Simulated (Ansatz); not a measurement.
# Does disorder add resistance in series? Rh(111) layers displaced at 500 K

Two lengths of the disordered region are known. What area resistance does the third give?

**Method.** Ansatz 0.2.0, plane waves with PAW datasets at their recommended cutoffs (420 eV for most), Fermi-Dirac smearing; ballistic transmission by layer matching. The area resistance is RA = A (h/2e²)(1/T − 1/N), with T the zone-mean transmission per spin and N the lead's channels, both averaged over a few energies near the Fermi level; for magnets each spin is taken apart, with h/e², and the two conduct in parallel. Lateral cell 2x2, PBE, a fresh random draw for each length. Atoms are displaced independently, by 0.0561 Å r.m.s. per direction; each RA is scaled by the nominal over the drawn mean square displacement.

Results; the value marked ? is to be predicted:

| length (Å) | channels N | RA (fΩ m²) |
| --- | --- | --- |
| 8.78 | 6.967 | 0.0737 |
| 17.6 | 7.000 | 0.140 |
| 26.3 | 7.000 | ? |

**Estimate by hand.**

Ohm's law makes RA linear in the length: the slope is (0.140 − 0.0737)/(17.6 − 8.78) = 7.56×10⁻³ fΩ m² per Å, or 7.6 µΩ cm. Then 0.140 + 7.56×10⁻³ × 8.78. Predicted: 0.207 fΩ m².

Check against the run:

0.198 fΩ m², so the prediction is 4.3 % too high. The three lengths together give 7.1 µΩ cm. The two increments are 0.066 and 0.058 fΩ m², roughly as Ohm's law has it, though with one draw for each length that is a weak test.

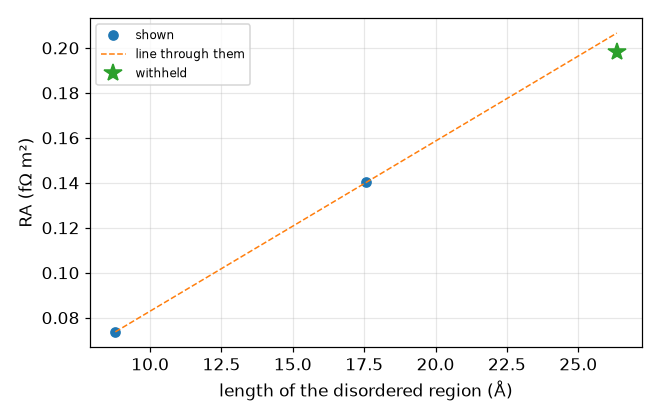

Area resistance against length.

Caveats: The scatterers repeat sideways with the small cell. The slope is a raw one; a model of isotropic scattering puts it 1.08 times the bulk value over these lengths.
